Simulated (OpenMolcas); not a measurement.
# Si2NH6 (SMILES N[SiH][SiH3]), step by step

Wanted: a single-point energy (ROHF/ANO-R0), then a single-point energy (CASSCF(3,3)/ANO-R1), then an energy scan (CASPT2(3,3)/ANO-R1), then an energy scan (SC-NEVPT2(3,3)/ANO-R1), then an energy scan (MC-PDFT[tPBE](3,3)/ANO-R1) of Si2NH6. 

The results are computed with OpenMolcas 26.06.

### 1 Starting point

The species is Si2NH6 (9 atoms), meant as a doublet with charge 0. SMILES: `N[SiH][SiH3]`. The coordinates come from a PBE0-D4/def2-TZVP relaxation. This is one conformer, not always the lowest.

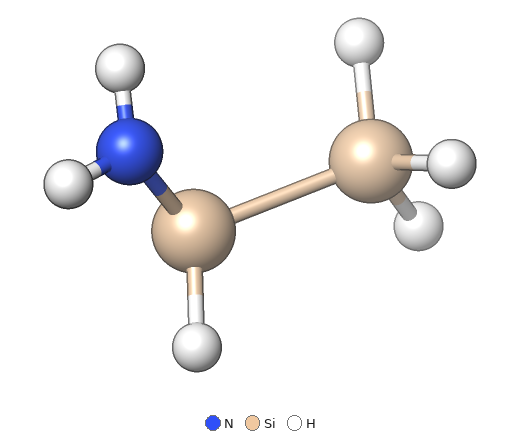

The structure, seen from a chosen angle (nitrogen blue, silicon light orange, hydrogen white).

### 2 A single-point energy at ROHF/ANO-R0 (sfX2C) (run 1)

input.xyz

```xyz
9

N     -0.800100     0.840300    -1.401300
Si    -0.412600     0.902100     0.278900
Si     0.627800    -1.077000     0.962500
H     -1.356700     0.089900    -1.777700
H     -0.920900     1.689300    -1.930000
H      0.461600     2.102100     0.448200
H      1.938500    -1.353900     0.307200
H     -0.282400    -2.217000     0.659800
H      0.833300    -1.021900     2.435300
```

step1.inp

```
* H6NSi2 Hartree-Fock

&GATEWAY
  Coord
  input.xyz
  Basis
  ANO-R0
  Group
  NoSym

&SEWARD

&SCF
  UHF
  Spin
  2
  PrOrbitals
  0

&RASSCF
  FileOrb
  $Project.UnaOrb
  Spin
  2
  Nactel
  1 0 0
  Inactive
  20
  Ras2
  1
  OutOrbitals
  Canonical
  OrbListing
  Nothing
```

On the command line:

```sh
$ export MOLCAS_MEM=1860
$ pymolcas step1.inp > step1.log
```

Output:

```text
--- Start Module: gateway ---
[...]
--- Stop Module: gateway /rc=_RC_ALL_IS_WELL_ ---
[...]
      Basis functions           29
[...]
--- Start Module: scf ---
[...]
       Convergence after  15 Iterations
[...]
::    Total SCF energy                               -636.3569753517
[...]
      Total spin, S                                     0.5029769521
[...]
--- Stop Module: scf /rc=_RC_ALL_IS_WELL_ ---
--- Start Module: rasscf ---
[...]
      Number of active orbitals                  1
[...]
      Spin quantum number                      0.5
[...]
      Active orbitals                            1
[...]
      Number of CSFs                             1
[...]
      Number of root(s) required                 1
[...]
      Convergence after 11 iterations
[...]
      printout of CI-coefficients larger than  0.05 for root  1
      energy=    -636.355934
      conf/sym  1     Coeff  Weight
             1  u   1.00000 1.00000
      Natural orbitals and occupation numbers for root  1
      sym 1:   1.000000
      ************************************************************************************************************************
      *                                                    Final results                                                     *
[...]
::    RASSCF root number  1 Total energy:   -636.35593361
[...]
      Total electronic charge=   41.000000
      Total            charge=   -0.000000
[...]
      Dipole Moment (debye):
      Origin of the operator (angstrom)=   -0.0593    0.0810    0.2007
                   X= -2.4505E+00               Y=  1.2637E+00               Z= -2.1109E+00           Total=  3.4725E+00
      Quadrupole Moment (debye*angstrom):
[...]
--- Stop Module: rasscf /rc=_RC_ALL_IS_WELL_ ---
[...]
```

Run time: 2.7 s. Hardware: 1 thread of Intel Xeon 6975P-C (Granite Rapids), shared host; peak memory 0.38 GiB.

### 3 The energy at CASSCF(3,3)/ANO-R1 (sfX2C, RICD fitting) (run 2)

input.xyz is that of step 2.

step2.input

```
* H6NSi2 CASSCF
>>> EXPORT MOLCAS_PRINT=2

&GATEWAY
  COORD=input.xyz
  BASIS=ANO-R0
  GROUP=NoSym

&SEWARD

&RASSCF
  FILEORB=$CurrDir/step1.RasOrb
  ALTER=2
  1 16 20
  1 22 27
  SPIN=2
  NACTEL=3 0 0
  INACTIVE=19
  RAS2=3
  ORBLISTING=Nothing
>>> COPY $Project.RunFile RUNFIL1
>>> COPY $Project.RasOrb INPORB

&GATEWAY
  COORD=input.xyz
  BASIS=ANO-R1
  GROUP=NoSym
  RICD

&SEWARD
>>> COPY $Project.RunFile RUNFIL2

&EXPBAS

&RASSCF
  FILEORB=$Project.ExpOrb
  SPIN=2
  NACTEL=3 0 0
  INACTIVE=19
  RAS2=3
  ORBLISTING=Nothing
  ORBAPPEAR=Compact
```

On the command line:

```sh
$ export MOLCAS_MEM=1860
$ pymolcas step2.input > step2.log
```

Output:

```text
[...]
      Basis functions           29
[...]
      Number of active orbitals                  3
[...]
      Spin quantum number                      0.5
[...]
      Active orbitals                            3
[...]
      Number of CSFs                             8
[...]
      Number of root(s) required                 1
[...]
      Convergence after 14 iterations
[...]
      printout of CI-coefficients larger than  0.05 for root  1
      energy=    -636.362846
      conf/sym  111     Coeff  Weight
             1  2u0   0.99593 0.99187
             8  0u2   0.08067 0.00651
      Natural orbitals and occupation numbers for root  1
      sym 1:   1.984598   1.000274   0.015127
      ************************************************************************************************************************
      *                                                    Final results                                                     *
[...]
::    RASSCF root number  1 Total energy:   -636.36284595
[...]
      Basis functions           80
[...]
      Convergence after 14 iterations
[...]
      Natural orbitals and occupation numbers for root  1
      sym 1:   1.981167   1.000302   0.018531
      ************************************************************************************************************************
      *                                                    Final results                                                     *
[...]
::    RASSCF root number  1 Total energy:   -637.07423502
[...]
      Total electronic charge=   41.000000
      Total            charge=   -0.000000
[...]
      Dipole Moment (debye):
      Origin of the operator (angstrom)=   -0.0593    0.0810    0.2007
                   X= -9.8553E-01               Y=  5.5668E-01               Z= -1.0756E+00           Total=  1.5614E+00
      Quadrupole Moment (debye*angstrom):
[...]
```

Run time: 6.3 s. Hardware: 1 thread of Intel Xeon 6975P-C (Granite Rapids), shared host; peak memory 0.38 GiB.

### 4 The energy along one coordinate at CASPT2(3,3)/ANO-R1 (sfX2C, RICD fitting, ipea shift 0.25 Eh, pt2 variant SS) (run 3)

step3.input

```
* H6NSi2 CASPT2
>>> EXPORT MOLCAS_PRINT=2
>>> COPY $CurrDir/step2.RasOrb $Project.RasOrb
>>> ForEach K in (1, 2, 3, 4, 5, 6, 7, 8, 9)
&GATEWAY
Coord=$CurrDir/point$K.xyz
Basis=ANO-R1
Group=NoSym
RICD
&SEWARD
&RASSCF
FileOrb=$Project.RasOrb
Spin=2
Nactel=3 0 0
Inactive=19
Ras2=3
OrbListing=Nothing
OrbAppear=Compact
&CASPT2
Imaginary=0.2
Frozen=11
>>> EndDo
```

On the command line:

```sh
$ export MOLCAS_MEM=1860
$ pymolcas step3.input > step3.log
```

Output:

```text
[...]
      Basis functions           80
[...]
      Number of active orbitals                  3
[...]
      Spin quantum number                      0.5
[...]
      Active orbitals                            3
[...]
      Number of CSFs                             8
[...]
      Number of root(s) required                 1
[...]
      Convergence after 14 iterations
[...]
      printout of CI-coefficients larger than  0.05 for root  1
      energy=    -637.064302
      conf/sym  111     Coeff  Weight
             1  2u0   0.99656 0.99314
             8  0u2   0.07735 0.00598
      Natural orbitals and occupation numbers for root  1
      sym 1:   1.986636   1.000233   0.013130
      ************************************************************************************************************************
      *                                                    Final results                                                     *
[...]
::    RASSCF root number  1 Total energy:   -637.06430195
[...]
::    CASPT2 Root  1     Total energy:   -637.41679911
[...]
      Convergence after 11 iterations
[...]
      Natural orbitals and occupation numbers for root  1
      sym 1:   1.981180   1.000302   0.018518
      ************************************************************************************************************************
      *                                                    Final results                                                     *
[...]
      Convergence after 12 iterations
[...]
      Convergence after 18 iterations
[...]
      Convergence after 14 iterations
[...]
::    RASSCF root number  1 Total energy:   -636.97122407
[...]
::    CASPT2 Root  1     Total energy:   -637.31551683
[...]
      Convergence after  9 iterations
[...]
::    RASSCF root number  1 Total energy:   -636.97147223
[...]
::    CASPT2 Root  1     Total energy:   -637.31525796
[...]
```

Run time: 45 s. Hardware: 1 thread of Intel Xeon 6975P-C (Granite Rapids), shared host; peak memory 0.085 GiB.

The scan, from its lowest point:

```tsv
H6–Si2 (Å)	energy (kJ/mol)
1.345	23.7
1.494	0.0
1.644	14.2
1.868	66.3
2.167	147.9
2.540	231.1
2.989	284.8
3.586	289.6
4.483	290.3
```

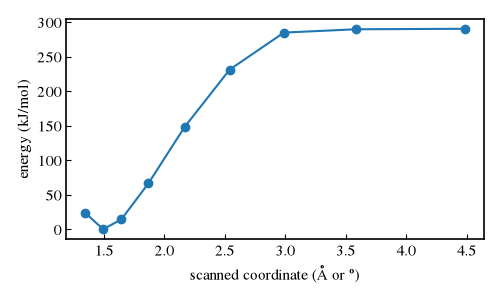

Energy along the scan.

### 5 An energy scan at SC-NEVPT2(3,3)/ANO-R1 (sfX2C, RICD fitting, pt2 variant SC-NEVPT2) (run 4)

step4.inp

```
>>> COPY $CurrDir/step2.RasOrb $Project.RasOrb
>>> ForEach K in (1, 2, 3, 4, 5, 6, 7, 8, 9)

&GATEWAY
 Coord = $CurrDir/point$K.xyz
 Basis = ANO-R1
 Group = NoSym
 RICD

&SEWARD

&RASSCF
 FileOrb = $Project.RasOrb
 Spin = 2
 Nactel = 3 0 0
 Inactive = 19
 Ras2 = 3
 OrbListing = Nothing
 OrbAppear = Compact

&CASPT2
 SC-NEVPT2
 Frozen = 11
>>> EndDo
```

On the command line:

```sh
$ export MOLCAS_MEM=1860
$ pymolcas step4.inp > step4.log
```

Output:

```text
[...]
      Basis functions           80
[...]
      Number of active orbitals                  3
[...]
      Spin quantum number                      0.5
[...]
      Active orbitals                            3
[...]
      Number of CSFs                             8
[...]
      Number of root(s) required                 1
[...]
      Convergence after 14 iterations
[...]
      printout of CI-coefficients larger than  0.05 for root  1
      energy=    -637.064302
      conf/sym  111     Coeff  Weight
             1  2u0   0.99656 0.99314
             8  0u2   0.07735 0.00598
      Natural orbitals and occupation numbers for root  1
      sym 1:   1.986636   1.000233   0.013130
      ************************************************************************************************************************
      *                                                    Final results                                                     *
[...]
::    RASSCF root number  1 Total energy:   -637.06430195
[...]
::    SC-NEVPT2 Root  1     Total energy:   -637.41015524
[...]
      Convergence after 11 iterations
[...]
      Natural orbitals and occupation numbers for root  1
      sym 1:   1.981180   1.000302   0.018518
      ************************************************************************************************************************
      *                                                    Final results                                                     *
[...]
      Convergence after 12 iterations
[...]
      Convergence after 18 iterations
[...]
      Convergence after 14 iterations
[...]
::    RASSCF root number  1 Total energy:   -636.97122407
[...]
::    SC-NEVPT2 Root  1     Total energy:   -637.31057768
[...]
      Convergence after  9 iterations
[...]
::    RASSCF root number  1 Total energy:   -636.97147223
[...]
::    SC-NEVPT2 Root  1     Total energy:   -637.31034430
[...]
```

Wall time 41 s (1 thread of Intel Xeon 6975P-C (Granite Rapids), shared host); peak memory 0.085 GiB.

The scan, from its lowest point:

```tsv
H6–Si2 (Å)	energy (kJ/mol)
1.345	25.5
1.494	0.0
1.644	12.7
1.868	63.1
2.167	143.0
2.540	224.7
2.989	281.6
3.586	286.9
4.483	287.5
```

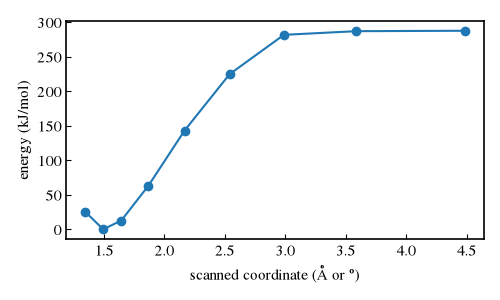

Energy along the scan.

### 6 The energy along one coordinate at MC-PDFT[tPBE](3,3)/ANO-R1 (sfX2C, RICD fitting) (run 5)

step5.input

```
>>> COPY $CurrDir/step2.RasOrb $Project.RasOrb
>>> ForEach K in (1, 2, 3, 4, 5, 6, 7, 8, 9)

&GATEWAY
 Coord
 $CurrDir/point$K.xyz
 Basis
 ANO-R1
 Group
 NoSym
 RICD

&SEWARD

&RASSCF
 FileOrb
 $Project.RasOrb
 Spin
 2
 Nactel
 3 0 0
 Inactive
 19
 Ras2
 3
 OrbListing
 Nothing
 OrbAppear
 Compact

&MCPDFT
 KSDFT
 T:PBE
>>> EndDo
```

On the command line:

```sh
$ export MOLCAS_MEM=1860
$ pymolcas step5.input > step5.log
```

Output:

```text
[...]
      Basis functions           80
[...]
      Number of active orbitals                  3
[...]
      Spin quantum number                      0.5
[...]
      Active orbitals                            3
[...]
      Number of CSFs                             8
[...]
      Number of root(s) required                 1
[...]
      Convergence after 14 iterations
[...]
      printout of CI-coefficients larger than  0.05 for root  1
      energy=    -637.064302
      conf/sym  111     Coeff  Weight
             1  2u0   0.99656 0.99314
             8  0u2   0.07735 0.00598
      Natural orbitals and occupation numbers for root  1
      sym 1:   1.986636   1.000233   0.013130
      ************************************************************************************************************************
      *                                                    Final results                                                     *
[...]
::    RASSCF root number  1 Total energy:   -637.06430195
[...]
::    MCPDFT root number  1 Total energy:   -638.18621253
[...]
      Convergence after 11 iterations
[...]
      Natural orbitals and occupation numbers for root  1
      sym 1:   1.981180   1.000302   0.018518
      ************************************************************************************************************************
      *                                                    Final results                                                     *
[...]
      Convergence after 12 iterations
[...]
      Convergence after 18 iterations
[...]
      Convergence after 14 iterations
[...]
::    RASSCF root number  1 Total energy:   -636.97122407
[...]
::    MCPDFT root number  1 Total energy:   -638.08662346
[...]
      Convergence after  9 iterations
[...]
::    RASSCF root number  1 Total energy:   -636.97147223
[...]
::    MCPDFT root number  1 Total energy:   -638.08690072
[...]
```

It took 46 s on 1 thread of Intel Xeon 6975P-C (Granite Rapids), shared host; peak memory 0.085 GiB.

The scan, from its lowest point:

```tsv
H6–Si2 (Å)	energy (kJ/mol)
1.345	25.6
1.494	0.0
1.644	12.3
1.868	62.2
2.167	142.5
2.540	226.9
2.989	283.9
3.586	287.1
4.483	286.3
```

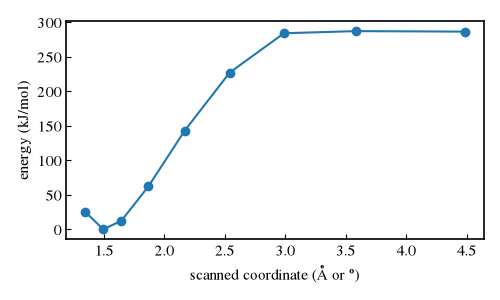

Energy along the scan.

### 7 Outcome

```
                                                   quantity          value
                           run 1, ROHF/ANO-R0: total energy  -636.35593 Eh
                          run 1, ROHF/ANO-R0: dipole moment         3.47 D
                    run 2, CASSCF(3,3)/ANO-R1: total energy  -637.07424 Eh
  run 2, CASSCF(3,3)/ANO-R1: dipole moment (CASSCF density)         1.56 D
       run 3, CASPT2(3,3)/ANO-R1: lowest energy of the scan  -637.42581 Eh
    run 4, SC-NEVPT2(3,3)/ANO-R1: lowest energy of the scan  -637.41986 Eh
run 5, MC-PDFT[tPBE](3,3)/ANO-R1: lowest energy of the scan  -638.19596 Eh
```

What this shows: Mulliken charges (run 1, ROHF/ANO-R0) run from -0.73 on N1 to +0.37 on Si2; they depend strongly on the basis. Mulliken charges (run 2, CASSCF(3,3)/ANO-R1) run from -0.53 on N1 to +0.17 on H4. The run (run 3, CASPT2(3,3)/ANO-R1) may have ended on a state above the lowest. The run (run 4, SC-NEVPT2(3,3)/ANO-R1) may have ended on a state above the lowest. The run (run 5, MC-PDFT[tPBE](3,3)/ANO-R1) may have ended on a state above the lowest.
